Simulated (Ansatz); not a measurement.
Converging shifted k-point meshes: LuAu (P4mm, 2 atoms in the cell)

```
CELL_PARAMETERS angstrom
      3.51413     0.00000     0.00000
      0.00000     3.51413     0.00000
      0.00000     0.00000     3.51413
ATOMIC_POSITIONS crystal
  Lu 0.50000 0.50000 0.51423
  Au 0.00000 0.00000 0.00000
```

Method of the run: PBEsol, default PAW files made with PBE (plane waves; Ansatz, a quantum-chemistry and plane-wave program).

Base settings: basis.ecutwfc = 420 eV; kpoints.mp_grid.grid = 9 9 9; hamiltonian.xc = pbesol; hamiltonian.pseudopotentials = {kind: paw} (the program's default PAW files); scf.occupations.method = fermi_dirac; scf.occupations.width = 0.1 eV.

In this ladder: kpoints.mp_grid.shift = 0.5 0.5 0.5.

Only quantities that move along the ladder and can be compared are tabulated.

The count of work is k-points × plane waves × bands × iterations; it is no time. 

The starting cell comes from a database of computed structures (which also holds hypothetical and non-ambient phases and stackings), without a prior relaxation at this level. Its lattice was rescaled by up to half a per cent. One atom was moved a little off its site on purpose. In the base run, with a pressure of about -3 GPa the cell is away from its equilibrium volume at this level. Ansatz's pressure includes its estimate of the finite-basis (Pulay) stress.

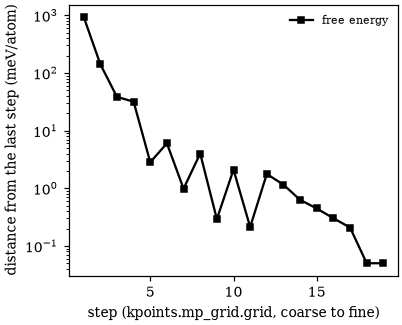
Figure. Distance from the last step along the ladder; very small values are drawn at a floor.

```tsv
kpoints.mp_grid.grid	free energy less the last step's (meV/atom)	pressure (GPa)	largest difference of a force vector from the last step's (eV/Å)	count of work / last
2 2 2	939.49	-2.10	0.061	0.00059
3 3 3	-141.64	-3.96	0.014	0.0032
4 4 4	38.41	-2.81	0.003	0.0028
5 5 5	31.72	-2.49	0.007	0.0083
6 6 6	2.82	-3.13	0.002	0.0083
7 7 7	-6.01	-3.19	0.003	0.018
8 8 8	0.98	-2.85	0.003	0.018
9 9 9	4.00	-2.99	0.002	0.034
10 10 10	0.29	-3.22	0.002	0.034
11 11 11	-2.10	-3.04	0.001	0.058
12 12 12	-0.21	-2.99	0.001	0.058
13 13 13	1.77	-3.07	0.001	0.090
15 15 15	-1.15	-3.05	0.000	0.13
17 17 17	0.63	-3.06	0.000	0.19
18 18 18	-0.45	-3.08	0.001	0.19
20 20 20	0.30	-3.04	0.000	0.25
22 22 22	-0.21	-3.07	0.000	0.33
25 25 25	-0.01	-3.07	0.000	0.54
28 28 28	0.04	-3.06	0.000	0.68
31 31 31	0.00	-3.06	0.000	1.0
```

Coarsest kpoints.mp_grid.grid that holds the free energy within 5 meV/atom of the last step, with all finer ones: 8 8 8, at 0.018 of the last step's count of work; the step before is off by 6.0 meV/atom.

Coarsest kpoints.mp_grid.grid that holds the forces within 0.02 eV/Å of the last step, with all finer ones: 3 3 3, at 0.0032 of the last step's count of work; the step before is off by 0.061 eV/Å.

Coarsest kpoints.mp_grid.grid that holds the pressure within 0.1 GPa of the last step, with all finer ones: 11 11 11, at 0.058 of the last step's count of work; the step before is off by 0.16 GPa.

Keys are those of Ansatz 0.2.
